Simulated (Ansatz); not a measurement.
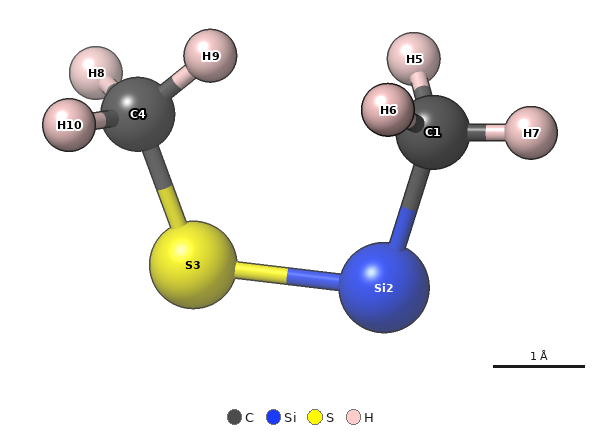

**Figure 1.** The input geometry (ball-and-stick view, seen at a tilt; atoms are numbered from 1 in the order of the input). Bond lengths as drawn: C–H 1.10 to 1.11 Å, C–S 1.84 Å, C–Si 1.93 Å and S–Si 2.15 Å.

**C2H6SSi: phonon calculation**

- system: C2H6SSi
- method: RKS PBE-D4/6-31G* (Ansatz 0.2.0)

It belongs to a series of runs on one base structure; here: vibrations at the highest image of the band. Figures and captions count atoms from 1; the log counts them from 0 in places.

Output:
```
Engine: ansatz 0.2.0, x86_64-unknown-linux-gnu
Functional definition: PBE
  parameter kappa = 0.804
  parameter beta = 0.06672455060314922
  exchange = pbe_x(kappa = kappa, mu = beta*pi^2/3)
  correlation = pbe_c(beta = beta)
1014 factors; their error is unknown
mean field evaluation 1: about -20862.8164 eV, gradient 6.1e1 eV
mean field evaluation 2: about -20847.0259 eV, gradient 9.1e1 eV
mean field evaluation 4: about -20871.7303 eV, gradient 7.0e0 eV
mean field evaluation 8: about -20871.9088 eV, gradient 1.6e-1 eV
mean field evaluation 16: about -20871.8279 eV, gradient 1.7e-4 eV
mean field -20871.82793637 eV, -767.0255292285 hartree, gradient 1.9e-5 eV, S^2 0.000000; 0 other end points of the search recorded, 0 dependent functions left out
the calculation of the forces begins
reference -20871.82796399 eV, -767.0255302434 hartree; 24, 24 occupied and 56, 56 virtual orbitals, 1014 factors
these checks for a lower state are left out or cut short: stability, starts, cluster_reference, orbital_swaps, neighbouring_geometries, increment
1014 factors; their error is unknown
mean field -20871.82784521 eV, -767.0255258784 hartree, gradient 9.7e-7 eV, S^2 0.000000; 0 other end points of the search recorded, 0 dependent functions left out
[... from here on the field's lines of each further geometry are left out, up to the last ...]
the calculation of the forces begins
reference -20871.82792445 eV, -767.0255287905 hartree; 24, 24 occupied and 56, 56 virtual orbitals, 1014 factors
these checks for a lower state are left out or cut short: stability, starts, cluster_reference, orbital_swaps, neighbouring_geometries, increment
1014 factors; their error is unknown
mean field -20871.82789778 eV, -767.0255278102 hartree, gradient 1.0e-6 eV, S^2 0.000000; 0 other end points of the search recorded, 0 dependent functions left out
the calculation of the forces begins
reference -20871.82792539 eV, -767.0255288251 hartree; 24, 24 occupied and 56, 56 virtual orbitals, 1014 factors
WARN: phonons: modes at or below zero, which the zero-point energy, F, S and C_V leave out: 1, the lowest at -57.00 cm⁻¹. A minimum has none, and a first-order saddle one
Total energy: -20872.06428603 eV, -767.0342149185 hartree
Atom 0 at    -0.218236     1.626412    -0.229014 Å, force     0.008241    -0.003447     0.010108 eV/Å
Atom 1 at    -1.640162     0.611138    -1.054002 Å, force    -0.004758    -0.003915    -0.004379 eV/Å
Atom 2 at    -1.087617    -1.418451    -0.602003 Å, force    -0.019937     0.002647    -0.012805 eV/Å
Atom 3 at     0.471218    -1.566885     0.371507 Å, force     0.030565    -0.003576     0.020505 eV/Å
Atom 4 at    -0.170072     1.462561     0.863839 Å, force    -0.000042     0.003092    -0.000537 eV/Å
Atom 5 at     0.773912     1.375386    -0.648361 Å, force    -0.000103     0.002147    -0.002679 eV/Å
Atom 6 at    -0.390219     2.703024    -0.398164 Å, force    -0.001676     0.000733    -0.001549 eV/Å
Atom 7 at     0.241188    -2.078972     1.318508 Å, force    -0.002266     0.004971    -0.004071 eV/Å
Atom 8 at     0.920977    -0.586728     0.585249 Å, force    -0.005727    -0.007885    -0.003620 eV/Å
Atom 9 at     1.182213    -2.178885    -0.204560 Å, force    -0.004297     0.005234    -0.000973 eV/Å
Dipole moment:     0.523300     0.140806     0.316779 e Å
Vibrations: -57.00 138.82 150.89 201.44 270.92 463.93 621.91 624.94 675.95 767.10 934.55 954.01 1244.43 1325.52 1428.01 1437.21 1458.90 1462.06 2967.11 3009.72 3046.80 3066.49 3098.39 3113.04 cm⁻¹, zero-point energy 2.012396 eV
```

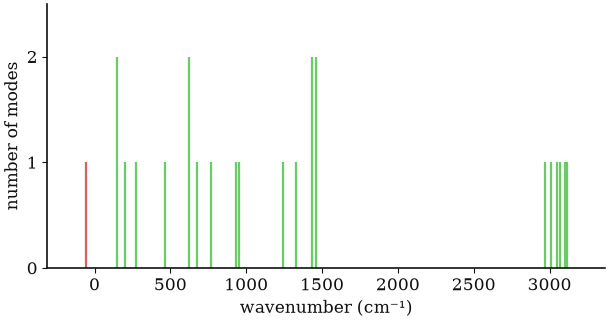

**Figure 2.** Harmonic vibrational wavenumbers from the force constants; neighbouring modes closer than 14 cm⁻¹ are counted in one stick, and imaginary ones are drawn at negative wavenumbers. 24 modes from 57i to 3113 cm⁻¹, 1 imaginary beyond 8i (57i cm⁻¹): not a clean minimum; so soft a mode can be a shallow saddle, an incomplete relaxation or noise of the force constants.

This output came from the following input.

Input:
```yaml
crystal:
  periodic: [false, false, false]
  atoms:
    - { symbol: C, position_ang: [-0.218236, 1.626412, -0.229014] }
    - { symbol: Si, position_ang: [-1.640162, 0.611138, -1.054002] }
    - { symbol: S, position_ang: [-1.087617, -1.418451, -0.602003] }
    - { symbol: C, position_ang: [0.471218, -1.566885, 0.371507] }
    - { symbol: H, position_ang: [-0.170072, 1.462561, 0.863839] }
    - { symbol: H, position_ang: [0.773912, 1.375386, -0.648361] }
    - { symbol: H, position_ang: [-0.390219, 2.703024, -0.398164] }
    - { symbol: H, position_ang: [0.241188, -2.078972, 1.318508] }
    - { symbol: H, position_ang: [0.920977, -0.586728, 0.585249] }
    - { symbol: H, position_ang: [1.182213, -2.178885, -0.20456] }
basis:
  gaussian: { orbitals: "6-31G*" }
hamiltonian:
  xc: pbe
  dispersion: d4
phonons: {}
```

Run as:
```bash
ansatz run input.yaml --threads 1 --pin off --max-ram 2048MiB --backend cpu --events-out ev --progress --plain --runs-dir out
```

Key numbers:

```csv
quantity,value
outcome,converged
total energy,−20872.0643 eV
mean-field energy,−20871.8280 eV
largest force (length of the vector),0.037 eV/Å
hardware,"1 thread of Intel Xeon (Granite Rapids), 192 GiB of memory available, shared host"
wall time,58 s
peak memory,0.14 GiB
```
